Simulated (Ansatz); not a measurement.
SiC: pressure series

Consider SiC in the zinc blende structure (space group F-43m, No. 216).

Space group F-43m (No. 216); a = b = c = 4.357 Å, α = β = γ = 90.00°

```csv
atom,site,symmetry,x,y,z
Si,4a,-43m,0.0000,0.0000,0.0000
C,4d,-43m,0.7500,0.7500,0.7500
```
(The calculation used a cell of 2 atoms; values per cell refer to that cell.)

Cell and atoms are relaxed at each pressure.

Method: Ansatz (a first-principles code), PBEsol, PAW, cutoff 420 eV, spin-orbit coupling left out.

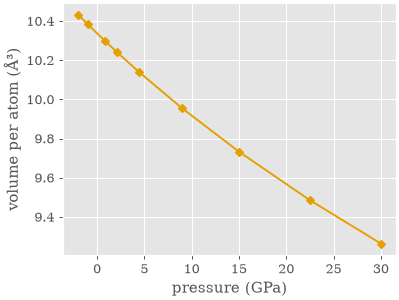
Fig. 1. Volume against pressure

Estimate the zero-pressure bulk modulus from the plot.

About 220 GPa; a third-order Birch–Murnaghan fit to the points gives V₀ = 10.34 Å³/atom, B₀ = 222 GPa and B₀′ = 3.8.

Measured bulk modulus of SiC: 229.1 GPa (static lattice; corrected from measurement; as listed in Daniel Mejia-Rodriguez, S. B. Trickey, Phys. Rev. B (2018)); the computed value is 3 % below it.

Between the base and pressure 22.5 GPa the gap moves from 1.24 eV to 1.16 eV, a mean slope of -3.7 meV/GPa.

Load acts through the strain it causes; cell and atoms are relaxed under it. Whether these cells are dynamically stable was not tested. Competing high-pressure phases were not computed.
